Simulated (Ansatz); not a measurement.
# Relaxing phosphorene, 3 layers, N on P sites (72 atoms), part 2 of 3

Aim: bring phosphorene, 3 layers, N on P sites (72 atoms) to a nearby minimum of the energy and see what moves.

Ansatz 0.2.0; Kohn-Sham DFT, PBE+D3(BJ), PAW (set soft_2), plane waves.

So far. Step 2 (Single point at the start): The r.m.s. force component of 1.5 eV/Å sets the starting point.

## 3. Relaxation

With the cell held, the atoms are moved downhill towards a nearby minimum.

The input, input.yaml:

```yaml
crystal:
  lattice:
    - [10.3397, 0.0, 0.0]
    - [0.0, 9.1021, 0.0]
    - [0.0, 0.0, 29.176]
  atoms:
    [... the 72 atom lines of step 2 ...]
kpoints:
  mp_grid: { grid: [1, 2, 1] }
hamiltonian:
  xc: pbe
  dispersion: d3bj
scf:
  occupations: { method: gaussian, width: 0.05 }
output:
  forces: true
relax:
  f_tol: 0.05
  max_steps: 101
```

Command:

```console
> ansatz run input.yaml --threads 8 --pin off --max-ram 15872MiB --backend cpu --events-out ev --progress --plain --runs-dir out
```

Numbers of over 12 decimals in the logs are rounded to 6 here.

The log of the run:

```text
[...]
Crystal: 72 atoms, lattice volume = 2745.840 Å³
Basis set: ecut = 420 eV, 53541 PW (Γ), exchange–correlation on 144×128×400 points (8 copies of the dense FFT grid, shifted against one another)
Bands: 252, of which v1, the nominal top of the filled ones, is band 180 counted from 1 (179 counted from 0)
Symmetry: 1 space group operations
[...]
k-points: 2
[...]
SCF iter   1: F=—  HF=-45410.094496 eV  |F-HF|=—  |Δ(HF+E_count)|=         —  Δρ=5.00e-3  dr2=1.09e0  ethr=1.77e-3  ⟨swp⟩=7.0  Hψ=2430  notcnv=0  defer=2
[...]
SCF iter  12: F=-45409.945295 eV  HF=-45409.945308 eV  |F-HF|=1.31e-5  |Δ(HF+E_count)|=   1.62e-6  Δρ=2.47e-5  dr2=2.47e-5  ethr=1.74e-8  ⟨swp⟩=2.0  Hψ=1491  notcnv=0
SCF 1 converged in 12 iterations: F = -45409.945295 eV  dr2 = 2.47e-5
[...]
relax step   1: F+E_penalty+E_count = -45409.94529501 eV  Δ(F+E_penalty+E_count) = +0.000e0 eV  max|allowed force component| = 2.874e0 eV/Å  Δτ_max = 0.0000 Å  (12 SCF iters, dr2 threshold 6.25e-5 eV, accepted)
[...]
relax step   2: F+E_penalty+E_count = -45430.43671063 eV  Δ(F+E_penalty+E_count) = -2.049e1 eV  max|allowed force component| = 2.597e0 eV/Å  Δτ_max = 0.1949 Å  (11 SCF iters, dr2 threshold 1.00e-4 eV, accepted)
[...]
relax step   3: F+E_penalty+E_count = -45447.09679561 eV  Δ(F+E_penalty+E_count) = -1.666e1 eV  max|allowed force component| = 2.158e0 eV/Å  Δτ_max = 0.1950 Å  (12 SCF iters, dr2 threshold 1.00e-4 eV, accepted)
relax step   4: F+E_penalty+E_count = -45457.43283826 eV  Δ(F+E_penalty+E_count) = -1.034e1 eV  max|allowed force component| = 2.812e0 eV/Å  Δτ_max = 0.1950 Å  (11 SCF iters, dr2 threshold 1.00e-4 eV, accepted)
relax step   5: F+E_penalty+E_count = -45462.22815191 eV  Δ(F+E_penalty+E_count) = -4.795e0 eV  max|allowed force component| = 2.111e0 eV/Å  Δτ_max = 0.1950 Å  (10 SCF iters, dr2 threshold 1.00e-4 eV, accepted)
relax step   6: F+E_penalty+E_count = -45466.15534153 eV  Δ(F+E_penalty+E_count) = -3.927e0 eV  max|allowed force component| = 2.293e0 eV/Å  Δτ_max = 0.1960 Å  (10 SCF iters, dr2 threshold 1.00e-4 eV, accepted)
relax step   7: F+E_penalty+E_count = -45469.49929364 eV  Δ(F+E_penalty+E_count) = -3.344e0 eV  max|allowed force component| = 2.365e0 eV/Å  Δτ_max = 0.1948 Å  (10 SCF iters, dr2 threshold 1.00e-4 eV, accepted)
relax step   8: F+E_penalty+E_count = -45471.51962491 eV  Δ(F+E_penalty+E_count) = -2.020e0 eV  max|allowed force component| = 1.570e0 eV/Å  Δτ_max = 0.1960 Å  (14 SCF iters, dr2 threshold 1.00e-4 eV, accepted)
relax step   9: F+E_penalty+E_count = -45473.19037052 eV  Δ(F+E_penalty+E_count) = -1.671e0 eV  max|allowed force component| = 1.218e0 eV/Å  Δτ_max = 0.1957 Å  (10 SCF iters, dr2 threshold 1.00e-4 eV, accepted)
relax step  10: F+E_penalty+E_count = -45474.43045561 eV  Δ(F+E_penalty+E_count) = -1.240e0 eV  max|allowed force component| = 2.327e0 eV/Å  Δτ_max = 0.1947 Å  (10 SCF iters, dr2 threshold 1.00e-4 eV, accepted)
relax step  11: F+E_penalty+E_count = -45475.73395415 eV  Δ(F+E_penalty+E_count) = -1.303e0 eV  max|allowed force component| = 1.200e0 eV/Å  Δτ_max = 0.1919 Å  (8 SCF iters, dr2 threshold 1.00e-4 eV, accepted)
relax step  12: F+E_penalty+E_count = -45476.87385726 eV  Δ(F+E_penalty+E_count) = -1.140e0 eV  max|allowed force component| = 7.731e-1 eV/Å  Δτ_max = 0.1982 Å  (8 SCF iters, dr2 threshold 1.00e-4 eV, accepted)
relax step  13: F+E_penalty+E_count = -45477.64342355 eV  Δ(F+E_penalty+E_count) = -7.696e-1 eV  max|allowed force component| = 6.359e-1 eV/Å  Δτ_max = 0.1956 Å  (7 SCF iters, dr2 threshold 1.00e-4 eV, accepted)
relax step  14: F+E_penalty+E_count = -45478.29096278 eV  Δ(F+E_penalty+E_count) = -6.475e-1 eV  max|allowed force component| = 8.218e-1 eV/Å  Δτ_max = 0.1952 Å  (7 SCF iters, dr2 threshold 1.00e-4 eV, accepted)
relax step  15: F+E_penalty+E_count = -45479.03010677 eV  Δ(F+E_penalty+E_count) = -7.391e-1 eV  max|allowed force component| = 1.017e0 eV/Å  Δτ_max = 0.1950 Å  (7 SCF iters, dr2 threshold 1.00e-4 eV, accepted)
relax step  16: F+E_penalty+E_count = -45479.85693126 eV  Δ(F+E_penalty+E_count) = -8.268e-1 eV  max|allowed force component| = 1.277e0 eV/Å  Δτ_max = 0.1947 Å  (7 SCF iters, dr2 threshold 1.00e-4 eV, accepted)
relax step  17: F+E_penalty+E_count = -45480.53260885 eV  Δ(F+E_penalty+E_count) = -6.757e-1 eV  max|allowed force component| = 1.340e0 eV/Å  Δτ_max = 0.1949 Å  (7 SCF iters, dr2 threshold 1.00e-4 eV, accepted)
relax step  18: F+E_penalty+E_count = -45481.06622822 eV  Δ(F+E_penalty+E_count) = -5.336e-1 eV  max|allowed force component| = 7.778e-1 eV/Å  Δτ_max = 0.1946 Å  (7 SCF iters, dr2 threshold 1.00e-4 eV, accepted)
relax step  19: F+E_penalty+E_count = -45481.42530227 eV  Δ(F+E_penalty+E_count) = -3.591e-1 eV  max|allowed force component| = 8.006e-1 eV/Å  Δτ_max = 0.1948 Å  (7 SCF iters, dr2 threshold 1.00e-4 eV, accepted)
relax step  20: F+E_penalty+E_count = -45481.68476607 eV  Δ(F+E_penalty+E_count) = -2.595e-1 eV  max|allowed force component| = 7.510e-1 eV/Å  Δτ_max = 0.1948 Å  (8 SCF iters, dr2 threshold 1.00e-4 eV, accepted)
relax step  21: F+E_penalty+E_count = -45481.94204668 eV  Δ(F+E_penalty+E_count) = -2.573e-1 eV  max|allowed force component| = 5.819e-1 eV/Å  Δτ_max = 0.1948 Å  (7 SCF iters, dr2 threshold 1.00e-4 eV, accepted)
relax step  22: F+E_penalty+E_count = -45482.18107615 eV  Δ(F+E_penalty+E_count) = -2.390e-1 eV  max|allowed force component| = 2.418e-1 eV/Å  Δτ_max = 0.1948 Å  (7 SCF iters, dr2 threshold 1.00e-4 eV, accepted)
relax step  23: F+E_penalty+E_count = -45482.40499220 eV  Δ(F+E_penalty+E_count) = -2.239e-1 eV  max|allowed force component| = 3.444e-1 eV/Å  Δτ_max = 0.1948 Å  (9 SCF iters, dr2 threshold 1.01e-5 eV, accepted)
relax step  24: F+E_penalty+E_count = -45482.61481275 eV  Δ(F+E_penalty+E_count) = -2.098e-1 eV  max|allowed force component| = 2.552e-1 eV/Å  Δτ_max = 0.1953 Å  (8 SCF iters, dr2 threshold 2.05e-5 eV, accepted)
[...]
relax step  43: F+E_penalty+E_count = -45486.36232320 eV  Δ(F+E_penalty+E_count) = -6.506e-2 eV  max|allowed force component| = 4.541e-1 eV/Å  Δτ_max = 0.1949 Å  (8 SCF iters, dr2 threshold 9.06e-5 eV, accepted)
relax step  44: F+E_penalty+E_count = -45486.45792408 eV  Δ(F+E_penalty+E_count) = -9.560e-2 eV  max|allowed force component| = 4.343e-1 eV/Å  Δτ_max = 0.1945 Å  (8 SCF iters, dr2 threshold 1.00e-4 eV, accepted)
relax step  45: F+E_penalty+E_count = -45486.51812642 eV  Δ(F+E_penalty+E_count) = -6.020e-2 eV  max|allowed force component| = 3.972e-1 eV/Å  Δτ_max = 0.1929 Å  (7 SCF iters, dr2 threshold 1.00e-4 eV, accepted)
relax step  46: F+E_penalty+E_count = -45486.56011831 eV  Δ(F+E_penalty+E_count) = -4.199e-2 eV  max|allowed force component| = 3.572e-1 eV/Å  Δτ_max = 0.1078 Å  (6 SCF iters, dr2 threshold 1.00e-4 eV, accepted)
relax step  47: F+E_penalty+E_count = -45486.59908175 eV  Δ(F+E_penalty+E_count) = -3.896e-2 eV  max|allowed force component| = 1.348e-1 eV/Å  Δτ_max = 0.0571 Å  (5 SCF iters, dr2 threshold 1.00e-4 eV, accepted)
relax step  48: F+E_penalty+E_count = -45486.61372165 eV  Δ(F+E_penalty+E_count) = -1.464e-2 eV  max|allowed force component| = 1.559e-1 eV/Å  Δτ_max = 0.0394 Å  (8 SCF iters, dr2 threshold 2.59e-6 eV, accepted)
relax step  49: F+E_penalty+E_count = -45486.62058444 eV  Δ(F+E_penalty+E_count) = -6.863e-3 eV  max|allowed force component| = 9.444e-2 eV/Å  Δτ_max = 0.0240 Å  (7 SCF iters, dr2 threshold 3.46e-6 eV, accepted)
relax step  50: F+E_penalty+E_count = -45486.62466394 eV  Δ(F+E_penalty+E_count) = -4.079e-3 eV  max|allowed force component| = 7.022e-2 eV/Å  Δτ_max = 0.0277 Å  (7 SCF iters, dr2 threshold 3.27e-6 eV, accepted)
[...]
relax step  51: F+E_penalty+E_count = -45486.62653375 eV  Δ(F+E_penalty+E_count) = -1.870e-3 eV  max|allowed force component| = 3.308e-2 eV/Å  Δτ_max = 0.0184 Å  (9 SCF iters, accepted)
SCF converged after 9 iterations
Free energy (F): -45486.626534 eV
[...]
Internal energy: -45486.619147 eV  (E = F + TS)
E sigma→0 (E₀):  -45486.622840 eV
Entropy (-TS):   -0.007387 eV (-0.103 meV/atom)
Fermi energy:    0.084479 eV
[...]
--- Forces (eV/Å), atoms counted from 1 ---
  atom   1  P     -0.00497526    -0.00222250     0.00040148
  atom   2  P      0.00078689     0.00786384     0.00174823
  atom   3  N     -0.00695510    -0.00377622    -0.00312274
  atom   4  P      0.00286532     0.00787556     0.00979243
  atom   5  P     -0.01115857     0.00252384     0.01100948
  atom   6  P     -0.00312298    -0.01249130    -0.00288431
  atom   7  P      0.00413575    -0.01059610     0.00515392
  atom   8  P     -0.00441213     0.00302522     0.00218768
  atom   9  P      0.00089001     0.00004743     0.00497620
  atom  10  P      0.01045662     0.00433385     0.00418814
  atom  11  P      0.00634933    -0.01200258     0.00281539
  atom  12  P      0.00658447     0.00316841    -0.00150941
  atom  13  P     -0.00687074     0.01139394     0.01720940
  atom  14  N      0.00707854    -0.01365523    -0.02855319
[...]
atom  71  P     -0.00608357     0.01475514    -0.00073497
  atom  72  N     -0.00124552    -0.00466323     0.00296550
  max |Σ_I F_I| component: 1.28e-5 eV/Å
--- Relaxed structure (51 steps of the walk, 51 accepted, 0 SCFs on fresh bases) ---
  F+E_penalty+E_count = -45486.62653375 eV   max|allowed force component| = 3.308e-2 eV/Å
  atoms:
    - { symbol: P, position: [0.958024, 0.187879, 0.377794] }
    - { symbol: P, position: [0.00732153, 0.947615, 0.333798] }
    - { symbol: N, position: [0.232062, 0.247042, 0.372098] }
    - { symbol: P, position: [0.240636, 0.396426, 0.339564] }
[...]
- { symbol: N, position: [0.834250, 0.843716, 0.640220] }
```

Wall time 11 min (8 threads of Arm Neoverse V2, shared host); peak memory 6.9 GiB.

Step by step (22 of 51):

```tsv
step	energy less that of the first step (eV)	largest force component (eV/Å)
1	0.0000	2.8742
3	-37.1515	2.1582
6	-56.2100	2.2935
8	-61.5743	1.5699
11	-65.7887	1.1997
13	-67.6981	0.6359
15	-69.0848	1.0167
18	-71.1209	0.7778
20	-71.7395	0.7510
22	-72.2358	0.2418
25	-72.9076	0.3555
27	-73.3568	0.7907
30	-74.7100	1.1771
32	-75.2680	0.4595
34	-75.7080	0.4823
37	-76.1028	0.3404
39	-76.2180	0.3837
41	-76.2987	0.2002
44	-76.5126	0.4343
46	-76.6148	0.3572
49	-76.6753	0.0944
51	-76.6812	0.0331
```

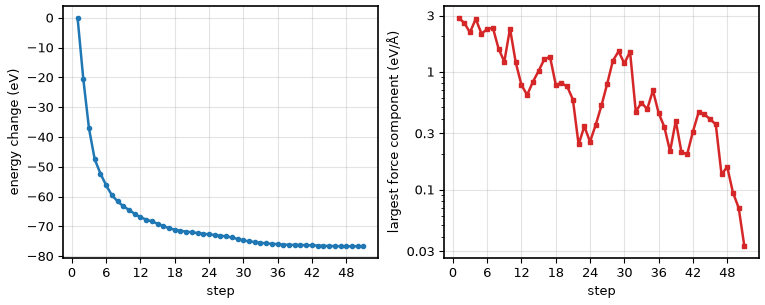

Energy and largest force along the relaxation.

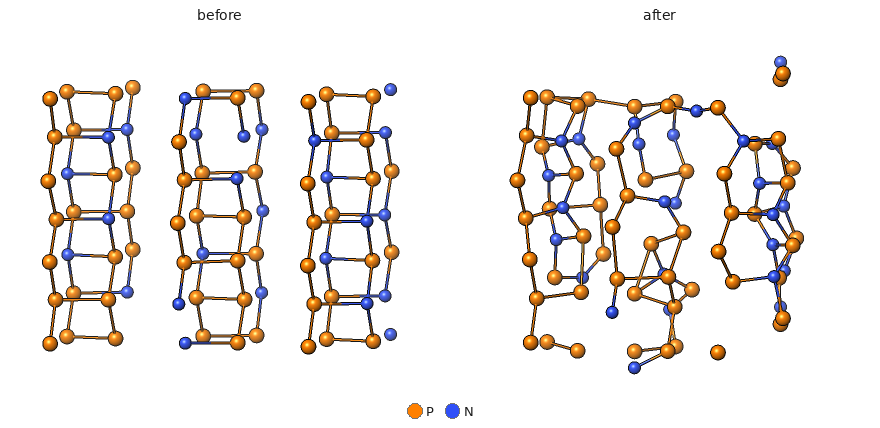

Before and after, at one scale. Bonds to atoms that aren't drawn are left out.

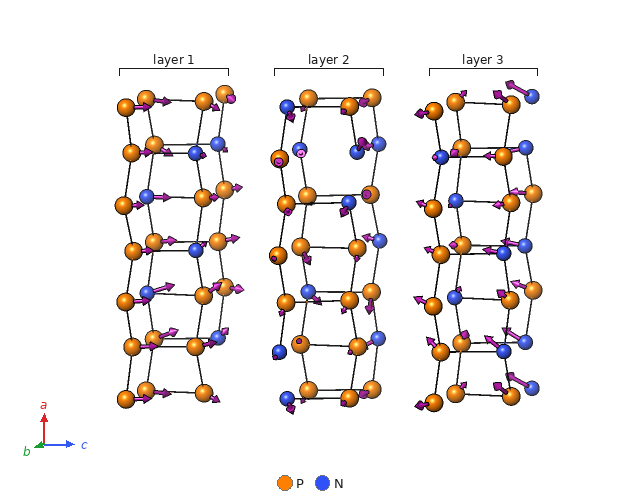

Displacements in the relaxation, scaled; the longest in the cell stands for 3.38 Å. Bonds to atoms that aren't drawn are left out. Some periodic images of atoms are drawn too.

The atoms that moved most (Å):

```tsv
atom	dx	dy	dz	length
N49	0.992	-2.054	-2.491	3.377
N45	1.201	1.872	0.864	2.386
N67	-0.467	0.248	-2.225	2.287
P4	0.749	0.949	1.926	2.274
N14	0.657	-0.003	2.069	2.171
P53	1.058	1.513	-1.036	2.117
N51	1.032	-0.076	-1.756	2.038
N55	1.131	0.158	-1.386	1.796
```

The relaxation changed the energy by -1065 meV/atom, and atoms moved by 1.4 Å r.m.s., 3.4 Å at most.

## 4. Distances and neighbours after relaxation

Normalised to the volume that the atoms fill. g(r), total and by pair (bins of 0.2 Å):

```tsv
r (Å)	total	P-P	P-N	N-N
1.30	0.10	0.00	0.00	0.91
1.50	0.39	0.00	0.88	0.00
1.70	3.11	0.00	6.99	0.00
1.90	0.45	0.00	1.02	0.00
2.10	0.13	0.28	0.00	0.00
2.30	1.15	2.50	0.00	0.32
2.50	0.25	0.56	0.00	0.00
2.70	0.81	0.59	0.06	4.72
2.90	0.91	1.01	0.71	1.26
3.10	1.16	1.39	1.16	0.18
3.30	1.19	0.88	1.67	0.48
3.50	1.13	1.11	1.16	1.11
3.70	0.90	0.92	0.98	0.52
3.90	0.92	1.14	0.83	0.35
4.10	0.80	0.65	0.96	0.82
4.30	0.79	0.79	0.84	0.65
4.50	0.78	0.78	0.85	0.51
4.70	0.72	0.70	0.65	1.09
4.90	0.81	0.82	0.69	1.21
5.10	0.76	0.86	0.68	0.66
5.30	0.81	0.76	0.90	0.74
5.50	0.84	0.80	0.84	1.03
5.70	0.71	0.68	0.73	0.74
5.90	0.84	0.86	0.84	0.74
6.10	0.83	0.81	0.86	0.79
6.30	0.90	0.81	1.04	0.65
6.50	0.73	0.75	0.73	0.70
6.70	0.79	0.72	0.80	1.07
```

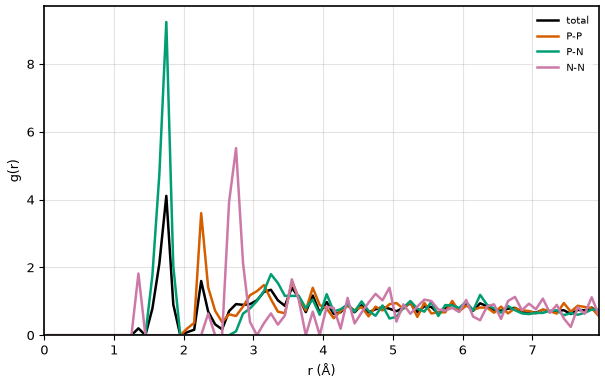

Pair distribution functions.

(Continued in part 3 of 3.)

[Logs are printed without paths, hosts, clocks, repeated set-up lines and the standing remarks that a program may print on its own settings, such as how far it seeks lower states.]

[Hosts, paths, dates, database ids (printed as entryN), source tags and the programs' standing remarks are cut or masked in the printed files.]
